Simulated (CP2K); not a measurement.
# One shape, several levels: C3H2FO (SMILES O=C/[C]=C/F)

We compute a comparison of 3 runs (AM1, MNDO, MNDOD) of C3H2FO. 

The calculation is run with CP2K 2026.2.

3 further runs of the same task are left out: 3 that didn't finish.

## (1) The structure to begin with

C3H2FO has 7 atoms, charge 0, and is taken as a doublet. As SMILES, `O=C/[C]=C/F`. Geometry: relaxed at GFN2-xTB. This is one conformer, not always the lowest.

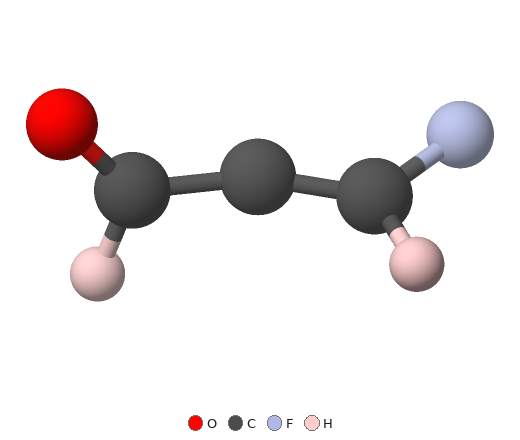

Viewed from a chosen angle; oxygen red, carbon dark grey, fluorine light blue, hydrogen pink.

## (2) Energy and forces at AM1 (run 1)

calc.inp reads:

```
&GLOBAL
  PROJECT_NAME calc
  RUN_TYPE ENERGY_FORCE
  PRINT_LEVEL MEDIUM
&END

&FORCE_EVAL
  METHOD Quickstep
  &DFT
    MULTIPLICITY 2
    UNRESTRICTED_KOHN_SHAM T
    &QS
      METHOD AM1
      EPS_DEFAULT 1.0E-10
      &SE
        &COULOMB
          CUTOFF [angstrom] 50
          RC_RANGE [angstrom] 0
        &END
        &EXCHANGE
          CUTOFF [angstrom] 50
          RC_RANGE [angstrom] 0
        &END
      &END
    &END
    &POISSON
      PERIODIC NONE
      POISSON_SOLVER ANALYTIC
    &END
    &SCF
      SCF_GUESS ATOMIC
      EPS_SCF 1.0E-06
      MAX_SCF 100
      ADDED_MOS 4
      &DIAGONALIZATION
        ALGORITHM STANDARD
      &END
      &MIXING
        METHOD DIRECT_P_MIXING
        ALPHA 0.4
      &END
    &END
    &PRINT
      &MOMENTS
        PERIODIC F
        REFERENCE COM
        MAX_MOMENT 1
      &END
      &MO ON
        ENERGIES T
        OCCUPATION_NUMBERS T
        NDIGITS 6
        &EACH
          QS_SCF 0
        &END
        ADD_LAST NUMERIC
      &END
      &HIRSHFELD OFF
      &END
    &END
  &END
  &SUBSYS
    &CELL
      ABC 15.5 13.9 15.9
      PERIODIC NONE
    &END
    &COORD
      O     -1.775160     0.290780     1.522390
      C     -0.821780    -0.297880     1.046580
      C     -0.164320    -0.054900    -0.150080
      C      0.754570     0.304780    -0.984810
      F      0.677940     0.133400    -2.312470
      H     -0.367280    -1.158780     1.588840
      H      1.696040     0.782590    -0.710460
    &END
    &TOPOLOGY
      &CENTER_COORDINATES
      &END
    &END
  &END
  &PRINT
    &FORCES ON
    &END
  &END
&END
```

Command:

```bash
$ OMP_NUM_THREADS=1 cp2k.psmp calc.inp > calc.out
```

Standard output:

```text
CP2K| version string:                                       CP2K version 2026.2
[...]
 GLOBAL| Method name                                                        CP2K
[...]
 GLOBAL| Run type                                                   ENERGY_FORCE
[...]
                             - Atoms:                                          7
[...]
                             - Spherical basis functions:                     22
[...]
 Number of electrons:                                                         14
[...]
     1 P_Mix/Diag. 0.40E+00    0.0     0.39171300       -38.0839885430 -3.81E+01
[...]
    29 DIIS/Diag.  0.21E-06    0.0     0.00000065       -44.6315598441 -1.19E-12
  *** SCF run converged in    29 steps ***
  Core-core repulsion energy [eV]:                           1746.81398766067718
  Core Hamiltonian energy [eV]:                             -1974.87927519887967
  Two-electron integral energy [eV]:                        -1972.84243899372768
  Electronic energy [eV]:                                   -2961.30049469574351
  Total energy [eV]:                                        -1214.48650703506632
  Atomic reference energy [eV]:                              1213.78239566310617
  Heat of formation [kcal/mol]:                               -16.23719525854171
[...]
 SE_DIPOLE| Moment [Debye]         -2.55003578       0.59569677      -0.30007128
 SE_DIPOLE| Derivative [a.u.]       0.00000000       0.00000000       0.00000000
 ENERGY| Total FORCE_EVAL ( QS ) energy [hartree]            -44.631559844115571
[...]
```

Run time: 0.24 s. Hardware: 1 thread of Arm Neoverse V2, shared host.

## (3) The energy at MNDO (run 2)

molecule.xyz reads:

```xyz
7

O     -1.775160     0.290780     1.522390
C     -0.821780    -0.297880     1.046580
C     -0.164320    -0.054900    -0.150080
C      0.754570     0.304780    -0.984810
F      0.677940     0.133400    -2.312470
H     -0.367280    -1.158780     1.588840
H      1.696040     0.782590    -0.710460
```

gas.inp reads:

```
&FORCE_EVAL
  METHOD QS
  &DFT
    CHARGE 0
    MULTIPLICITY 2
    LSD T
    ! Quickstep
    &QS
      METHOD MNDO
      EPS_DEFAULT 1.0E-08
      &SE
        &COULOMB
          CUTOFF [angstrom] 50
          RC_RANGE [angstrom] 0
        &END COULOMB
        &EXCHANGE
          CUTOFF [angstrom] 50
          RC_RANGE [angstrom] 0
        &END EXCHANGE
      &END SE
    &END QS
    &POISSON
      PERIODIC NONE
      POISSON_SOLVER ANALYTIC
    &END POISSON
    ! self-consistent field
    &SCF
      SCF_GUESS ATOMIC
      EPS_SCF 1.0E-06
      MAX_SCF 30
      &OT ON
        MINIMIZER DIIS
        PRECONDITIONER FULL_ALL
        LINESEARCH ADAPT
      &END OT
      &OUTER_SCF
        EPS_SCF 1.0E-06
        MAX_SCF 10
      &END OUTER_SCF
    &END SCF
    &PRINT
      &MOMENTS
        PERIODIC F
        REFERENCE COM
        MAX_MOMENT 1
      &END MOMENTS
      &MO_CUBES
        NLUMO 3
        NHOMO -1
        WRITE_CUBE F
      &END MO_CUBES
      &HIRSHFELD OFF
      &END HIRSHFELD
    &END PRINT
  &END DFT
  ! structure
  &SUBSYS
    &CELL
      ABC [angstrom] 15.5 13.9 15.9
      PERIODIC NONE
    &END CELL
    &TOPOLOGY
      COORD_FILE_NAME molecule.xyz
      COORD_FILE_FORMAT XYZ
      &CENTER_COORDINATES
      &END CENTER_COORDINATES
    &END TOPOLOGY
  &END SUBSYS
&END FORCE_EVAL

&GLOBAL
  PROJECT gas
  RUN_TYPE ENERGY
  PRINT_LEVEL MEDIUM
&END GLOBAL
```

Command:

```bash
$ OMP_NUM_THREADS=1 cp2k.psmp -i gas.inp > gas.out 2>&1
```

Standard output:

```text
CP2K| version string:                                       CP2K version 2026.2
[...]
 GLOBAL| Method name                                                        CP2K
[...]
 GLOBAL| Run type                                                         ENERGY
[...]
                             - Atoms:                                          7
[...]
                             - Spherical basis functions:                     22
[...]
 Number of electrons:                                                         14
[...]
     1 OT DIIS     0.15E+00    0.0     0.24298628       -38.1061721258 -3.81E+01
[...]
    28 OT DIIS     0.15E+00    0.0     0.00000060       -44.5050161698 -1.28E-09
  *** SCF run converged in    28 steps ***
  Core-core repulsion energy [eV]:                           1751.23300328539381
  Core Hamiltonian energy [eV]:                             -1977.60034597704998
  Two-electron integral energy [eV]:                        -1969.35147169584616
  Electronic energy [eV]:                                   -2962.27608182497261
  Total energy [eV]:                                        -1211.04307853957926
  Atomic reference energy [eV]:                              1210.01871366310615
  Heat of formation [kcal/mol]:                               -23.62241710282388
[...]
 SE_DIPOLE| Moment [Debye]         -2.31506910       0.49777531      -0.65776843
 SE_DIPOLE| Derivative [a.u.]       0.00000000       0.00000000       0.00000000
 *** WARNING in qs_scf_post_se.F:140 :: Printing of MO cube files not ***
 *** implemented for Semi-Empirical method.                           ***
 ENERGY| Total FORCE_EVAL ( QS ) energy [hartree]            -44.505016169833318
[...]
```

Wall time 0.84 s (1 thread of Arm Neoverse V2, shared host).

## (4) Energy and gradient at MNDOD (run 3)

molecule.xyz is that of step 3.

job.inp reads:

```
&GLOBAL
  PROJECT job
  RUN_TYPE ENERGY_FORCE
  PRINT_LEVEL MEDIUM
&END
&FORCE_EVAL
  METHOD QUICKSTEP
  &DFT
    CHARGE 0
    MULTIPLICITY 2
    LSD T
    &QS
      METHOD MNDOD
      EPS_DEFAULT 1.0E-14
      &SE
        &COULOMB
          CUTOFF [angstrom] 50
          RC_RANGE [angstrom] 0
        &END
        &EXCHANGE
          CUTOFF [angstrom] 50
          RC_RANGE [angstrom] 0
        &END
      &END
    &END
    &POISSON
      PERIODIC NONE
      POISSON_SOLVER ANALYTIC
    &END
    &SCF
      SCF_GUESS ATOMIC
      EPS_SCF 1.0E-06
      MAX_SCF 80
      &DIAGONALIZATION
        ALGORITHM STANDARD
      &END
      &MIXING
        METHOD DIRECT_P_MIXING
        ALPHA 0.4
      &END
    &END
    &PRINT
      &MOMENTS
        PERIODIC F
        REFERENCE COM
        MAX_MOMENT 1
      &END
      &MO ON
        ENERGIES T
        OCCUPATION_NUMBERS T
        NDIGITS 6
        &EACH
          QS_SCF 0
        &END
        ADD_LAST NUMERIC
      &END
      &HIRSHFELD OFF
      &END
    &END
  &END
  &SUBSYS
    &CELL
      ABC [angstrom] 19.5 17.9 19.9
      PERIODIC NONE
    &END
    &TOPOLOGY
      COORD_FILE_NAME molecule.xyz
      COORD_FILE_FORMAT XYZ
      &CENTER_COORDINATES
      &END
    &END
  &END
  &PRINT
    &FORCES ON
    &END
  &END
&END
```

Command:

```bash
$ OMP_NUM_THREADS=1 cp2k.psmp job.inp > job.out
```

Standard output:

```text
CP2K| version string:                                       CP2K version 2026.2
[...]
 GLOBAL| Method name                                                        CP2K
[...]
 GLOBAL| Run type                                                   ENERGY_FORCE
[...]
                             - Atoms:                                          7
[...]
                             - Spherical basis functions:                     22
[...]
 Number of electrons:                                                         14
[...]
     1 P_Mix/Diag. 0.40E+00    0.0     0.39980073       -37.7009666484 -3.77E+01
[...]
    29 DIIS/Diag.  0.12E-06    0.0     0.00000046       -44.5050161580 -1.30E-12
  *** SCF run converged in    29 steps ***
  Core-core repulsion energy [eV]:                           1751.23300328539290
  Core Hamiltonian energy [eV]:                             -1977.60037840406676
  Two-electron integral energy [eV]:                        -1969.35140619708113
  Electronic energy [eV]:                                   -2962.27608150260767
  Total energy [eV]:                                        -1211.04307821721432
  Atomic reference energy [eV]:                              1210.01871366310615
  Heat of formation [kcal/mol]:                               -23.62240966891104
[...]
 SE_DIPOLE| Moment [Debye]         -2.31504853       0.49777406      -0.65779140
 SE_DIPOLE| Derivative [a.u.]       0.00000000       0.00000000       0.00000000
 ENERGY| Total FORCE_EVAL ( QS ) energy [hartree]            -44.505016157987349
[...]
```

It took 0.24 s on 1 thread of Arm Neoverse V2, shared host.

## (5) The series

```tsv
run	level	task	iteration cap	energy (Eh)	dipole moment (D)	HOMO energy (eV)	heat of formation (kcal/mol)	wall time
1	AM1	gradient	100	-44.631560	2.64	-10.77	-16.2	0.24 s
2	MNDO	energy	30	-44.505016	2.46	–	-23.6	0.84 s
3	MNDOD	gradient	80	-44.505016	2.46	-10.99	-23.6	0.24 s
```

## (6) Outcome

| quantity | value |
| --- | --- |
| run 3: total energy | -44.50502 Eh |
| run 3: dipole moment | 2.46 D |
| run 3: HOMO energy (highest over α and β) | -10.99 eV |
| run 3: heat of formation at this unrelaxed shape | -23.6 kcal/mol |
| run 3: largest force on an atom | 3.990 eV/Å |

In words: The dipole moment (its size) runs from 2.46 D (MNDOD) to 2.64 D (AM1). Force-field and semi-empirical energies have zeros of their own, so their totals don't compare. All runs together took 1.3 s, the longest 0.84 s.
